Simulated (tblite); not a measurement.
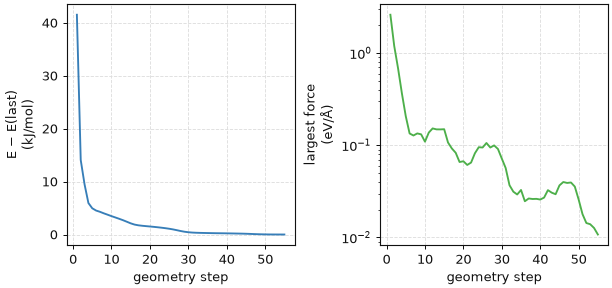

History of a geometry optimisation.

System: C$_{5}$H$_{8}$BrN$_{3}$ (SMILES CCCn1cnnc1Br).
Method: GFN2-xTB geometry optimisation, gas phase (tblite 0.8.0).

**How did the optimisation end?**

The optimisation met its thresholds at geometry 55, counting the start as the first. The energy fell by about 42 kJ/mol from the first step to the last. The largest force goes from about 2.6 eV/Å at the start to 0.011 eV/Å at the end.
